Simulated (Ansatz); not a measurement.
**Br$_{2}$F$_{2}$H$_{2}$In$_{2}$: density, localisation and related maps**

Input file:

```
crystal:
  periodic: [false, false, false]
  atoms:
    - {symbol: Br, position_ang: [-4.047150, -2.646721, -0.876938]}
    - {symbol: Br, position_ang: [-0.849196, -0.183616, -1.286018]}
    - {symbol: F, position_ang: [-1.273083, -3.953182, -1.130396]}
    - {symbol: F, position_ang: [-1.326223, -2.166327, 1.270921]}
    - {symbol: In, position_ang: [0.507582, -2.679375, 0.059418]}
    - {symbol: In, position_ang: [-2.695409, -0.874648, 0.375104]}
    - {symbol: H, position_ang: [-2.179765, -3.647885, -1.096988]}
    - {symbol: H, position_ang: [-3.445200, 0.252398, 1.407813]}
basis:
  gaussian:
    orbitals: def2-SVPD
hamiltonian:
  xc: {name: PBE0}
magnetization:
  spin_polarized: false
  initial_magnetization: 0
output:
  forces: true
  orbitals: {seedname: orbitals}
```

Run with:

```sh
ansatz run input.yaml --threads 2 --pin off --max-ram 6090MiB --events-out events.jsonl --progress --plain --runs-dir runs
```

Geometry: PBE0-D4/def2-SVP; core potentials replace the inner electrons of In.

Computed with Ansatz 0.2.0, isolated molecule in a Gaussian basis; Kohn-Sham density functional theory, functional PBE0.

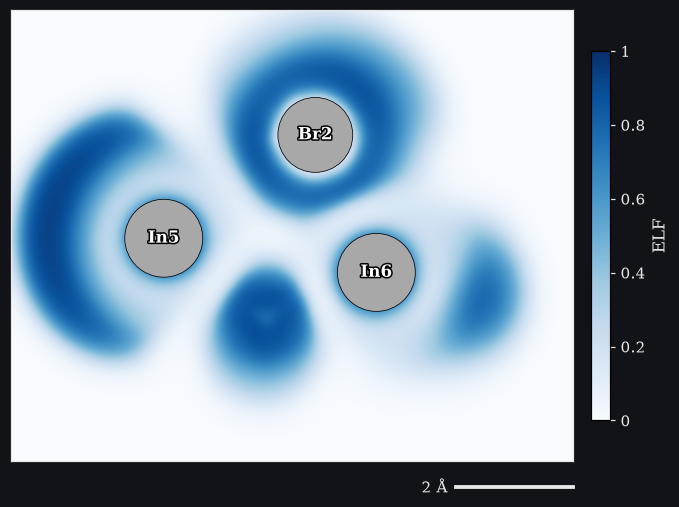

Figure 1. Electron localisation function on the plane of atoms In5, Br2 and In6. Grey discs cover the atomic cores.

What do the fields say about this system?

The plane passes through Br and In nuclei. In–Br (2.58 Å): the ELF peaks at about 0.75 in the valence shell of Br, 1.0 Å from its nucleus, and drops to about 0.15 between the two atoms. The ELF also peaks beside F4 and Br2, away from the bonds: lone-pair regions.

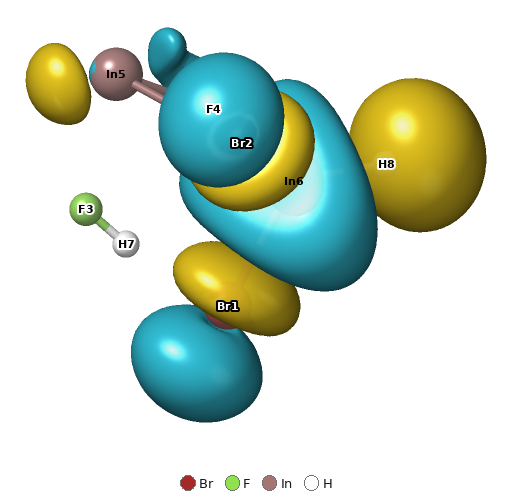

Figure 2. One frontier orbital at ±0.06 Å⁻³ᐟ² (yellow and cyan are the two phases), seen at an oblique angle.

Which orbital is it: HOMO or LUMO?

The LUMO, at −1.49 eV. It lies mainly on In6 (about 40 %), Br1 (about 20 %), Br2 (about 15 %), H8 (about 15 %) and In5 (about 5 %).

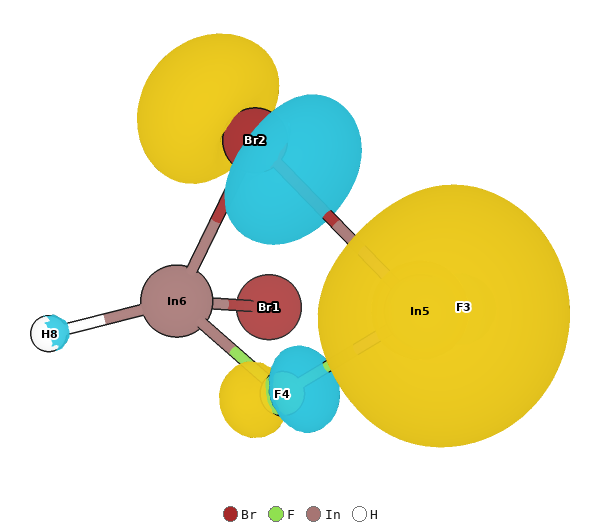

Figure 3. The HOMO at ±0.1 Å⁻³ᐟ² (yellow and cyan are the two phases), seen from one side.

What is the character of this orbital?

It lies mainly on In5 (about 65 %) and Br2 (about 25 %). Its energy is −7.58 eV.
